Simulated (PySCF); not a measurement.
## EPR calculation of C2H10OSi4 (charge +1)

C2H10OSi4, charge +1, multiplicity 2, computed with UKS B3LYP, pcH-1 on C H O Si, non-relativistic, mean-field spin-orbit, GIAO (PySCF 2.14.0).

It belongs to a series of runs on one base structure; here: electron removed.

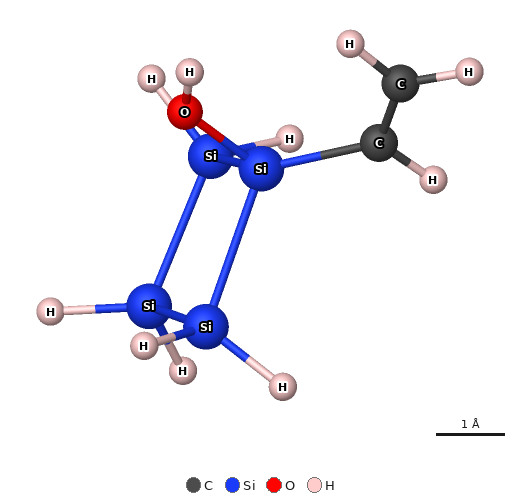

Figure 1. The structure as given in the input (ball-and-stick view, seen at a tilt). Bond lengths as drawn: C–C 1.33 Å, C–H 1.08 Å, C–Si 1.88 Å, H–O 0.96 Å, H–Si 1.46 to 1.47 Å, O–Si 1.61 Å and Si–Si 2.41 to 2.48 Å.

## The input
```
{"job": {"kind": "epr", "basis": "pcH-1"}, "charge": 1, "multiplicity": 2}
C      3.283591     0.018182    -0.111050
C      2.052226    -0.240648    -0.545444
Si     0.467126     0.143781     0.383003
O      0.722925     0.819604     1.824195
Si    -1.376690     1.526440    -0.508954
Si    -2.936966    -0.209125     0.076564
Si    -1.172827    -1.667146     0.818489
H      3.476233     0.489065     0.840531
H      4.158523    -0.228694    -0.690349
H      1.948050    -0.712917    -1.514221
H      1.537353     0.977962     2.297496
H     -1.102167     1.815848    -1.920903
H     -1.468925     2.850446     0.111359
H     -3.901658     0.153827     1.120430
H     -3.757502    -0.725996    -1.024169
H     -0.794330    -2.839280     0.021783
H     -1.141959    -2.159319     2.197889
```

The first line tells a small driver script what to run in PySCF; the rest is the geometry in Å.

Run on 1 CPU thread, shared host.

Run as:
```bash
OMP_NUM_THREADS=1 python <driver script> task.json out
```

## Log
```
UKS, coarse grid
  cycle   1  E = -1315.04726095  |g| = 6.26e-01
  cycle   2  E = -1314.47957958  |g| = 1.27e+00
  cycle   3  E = -1315.17244785  |g| = 2.19e-01
  cycle   4  E = -1315.19144985  |g| = 9.32e-02
  cycle   5  E = -1315.19656136  |g| = 1.67e-02
  cycle   6  E = -1315.19669562  |g| = 7.57e-03
  cycle   7  E = -1315.19672407  |g| = 3.45e-03
  cycle   8  E = -1315.19673123  |g| = 1.06e-03
  cycle   9  E = -1315.19673294  |g| = 5.35e-04
UKS, final grid
  cycle   1  E = -1315.19677857  |g| = 7.11e-04
  cycle   2  E = -1315.19677827  |g| = 1.27e-03
  cycle   3  E = -1315.19677897  |g| = 1.52e-04
  cycle   4  E = -1315.19677901  |g| = 1.07e-04
  cycle   5  E = -1315.19677906  |g| = 4.39e-05
  cycle   6  E = -1315.19677906  |g| = 1.39e-05
E = -1315.19677906 Eh   <S^2> = 0.7556 (exact 0.7500)
g shifts (ppm)      1          2          3
  rmc          -164       -164       -164
  gc             17          8         28
  oz_so        2409       2916       5004
  total        2262       2760       4868
hyperfine (MHz)  atom isotope    a_iso     a_fc   dipolar eigenvalues
    0   13C       8.50       8.55    -10.30     -9.79     20.09
    1   13C     -11.82     -11.91     -1.63      0.20      1.43
    2  29Si      70.41      70.52    -59.87     25.16     34.71
    3   17O      -9.24      -9.01    -39.93     19.65     20.27
    4  29Si     -49.92     -50.09    -65.30     32.18     33.12
    5  29Si      12.79      12.55    -13.84      5.97      7.87
    6  29Si     -53.10     -53.26    -74.90     36.89     38.01
    7    1H      -8.11      -8.10     -3.11     -1.21      4.32
    8    1H      -9.45      -9.44     -5.04     -0.79      5.83
    9    1H       1.32       1.31     -1.60     -0.02      1.62
   10    1H     -10.67     -10.74    -10.16     -3.99     14.14
   11    1H      28.00      27.99     -4.19      0.28      3.91
   12    1H       4.71       4.70     -4.04     -0.05      4.09
   13    1H      -4.81      -4.80     -1.67     -0.02      1.69
   14    1H      -4.39      -4.39     -1.83      0.11      1.71
   15    1H      26.14      26.13     -4.71      0.31      4.40
   16    1H       5.04       5.03     -4.56      0.04      4.52
```

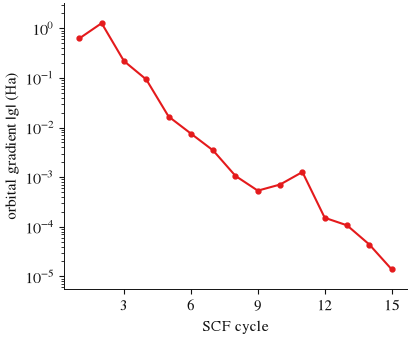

Figure 2. Convergence of the self-consistent field: orbital gradient |g| against the SCF cycle. All cycles printed in the log are drawn one after another.

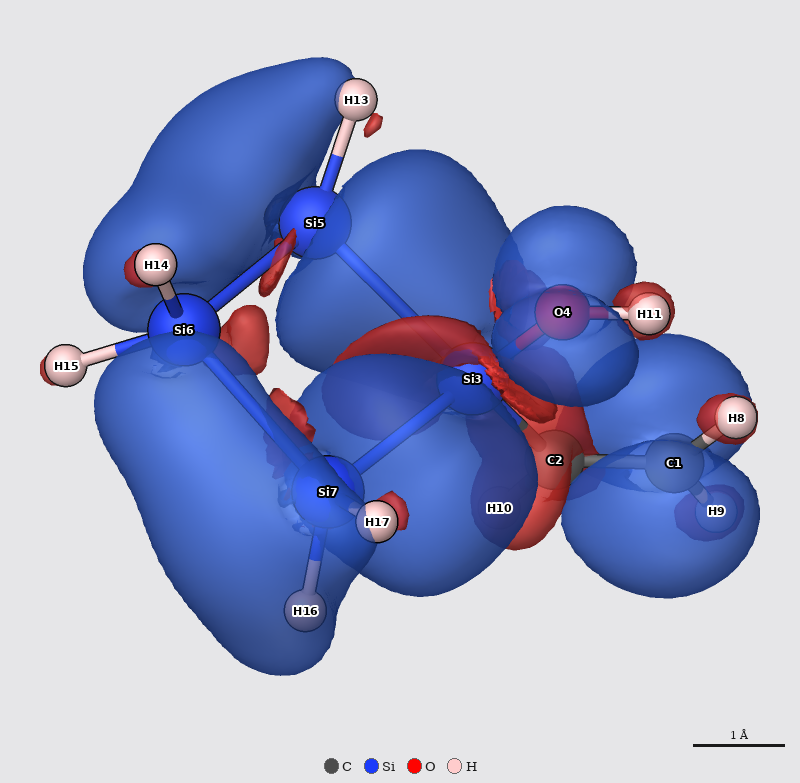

Figure 3. Isosurfaces of the spin density at +0.003 (blue) and −0.003 e/Å³ (red), seen at a tilt. The unpaired spin (1 electron) lies mostly on Si7 (about 0.2), Si5 (about 0.2), Si3 (about 0.2), O4 (about 0.1) and C1 (about 0.1), in electrons by Hirshfeld's partition.

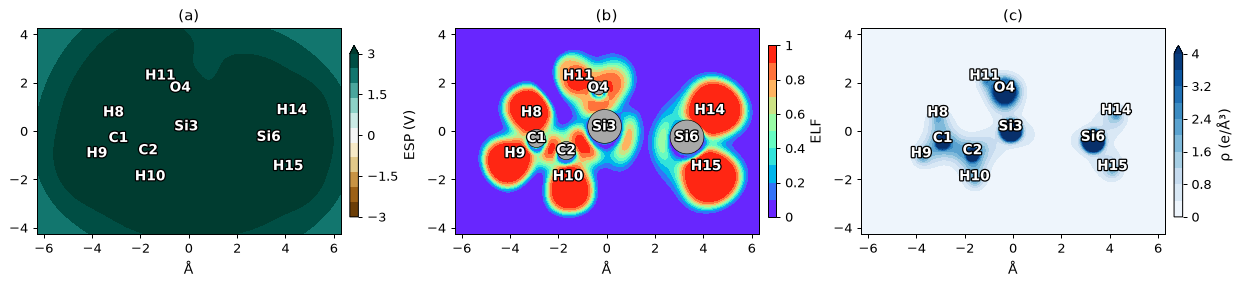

Figure 4. (a) electrostatic potential; (b) electron localisation function; (c) total electron density on the plane of atoms C1, C2 and H10. Grey discs, where drawn, cover atomic cores. Atoms in the plane: C, Si, O and H. C–C (1.33 Å): ρ at the midpoint is about 2.1 e/Å³; the ELF peaks at about 0.90 between the atoms (a double or triple bond). O–H (0.96 Å): ρ is about 2.5 e/Å³ halfway; the ELF climbs to about 1 towards the hydrogen, as it does in any bond to H (a covalent bond by its length). The potential has no marked negative region in this plane.

## Results in brief

- outcome: converged
- total energy: −1315.196779 hartree
- ⟨S²⟩: 0.756
- isotropic g: 2.0056
- wall time: 3.2 min
- peak memory: 1.2 GiB
